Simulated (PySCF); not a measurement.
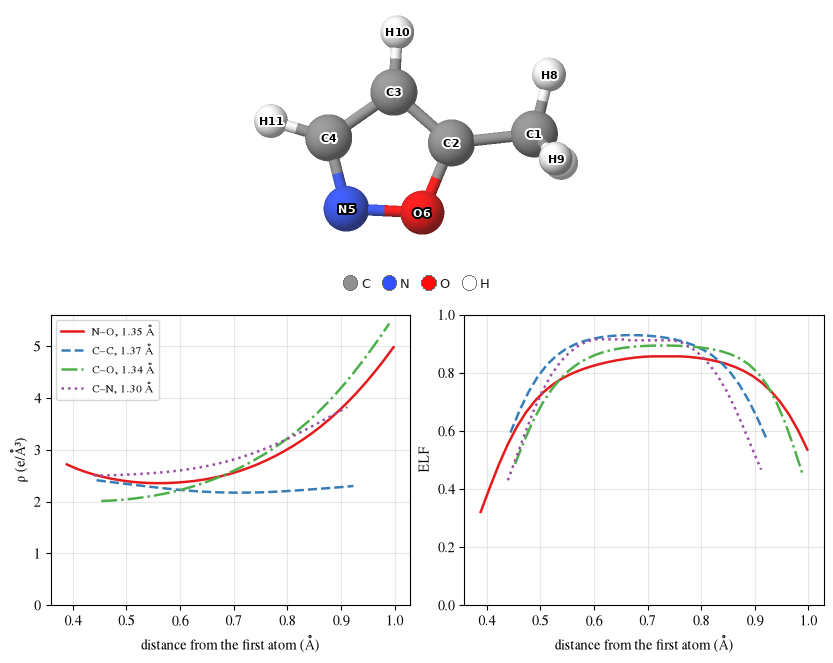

Figure 1: C4H5NO (SMILES Cc1ccno1). Total electron density and electron localisation function along straight lines between neighbouring atoms. The curves leave out the atomic cores. The structure is drawn too.

Geometry: GFN2-xTB.

These are results of PBE0/def2-SVPD, SCF density, gas phase (PySCF), not measurements.

```xyz
11

C    -1.7227   -0.0168    0.0269
C    -0.2466   -0.1552    0.0098
C     0.7658    0.7585   -0.0936
C     1.9347   -0.0326   -0.0455
N     1.6365   -1.2948    0.0752
O     0.2868   -1.3829    0.1106
H    -2.1236   -0.3976    0.9650
H    -1.9976    1.0275   -0.0850
H    -2.1618   -0.5960   -0.7836
H     0.6917    1.8209   -0.1889
H     2.9582    0.2795   -0.0948
```

**Compare the contacts.**

N–O (1.35 Å): ρ at the midpoint is about 2.5 e/Å³; the ELF peaks at about 0.85 between the atoms: localised, covalent bonding.
C–C (1.37 Å): ρ at the midpoint is about 2.2 e/Å³; the ELF peaks at about 0.95 between the atoms, as expected for a covalent bond.
C–O (1.34 Å): ρ is about 2.5 e/Å³ halfway; the ELF peaks at about 0.90 between the atoms (a polar covalent bond).
C–N (1.30 Å): ρ is about 2.7 e/Å³ halfway; the ELF peaks at about 0.90 between the atoms, as expected for a covalent bond.
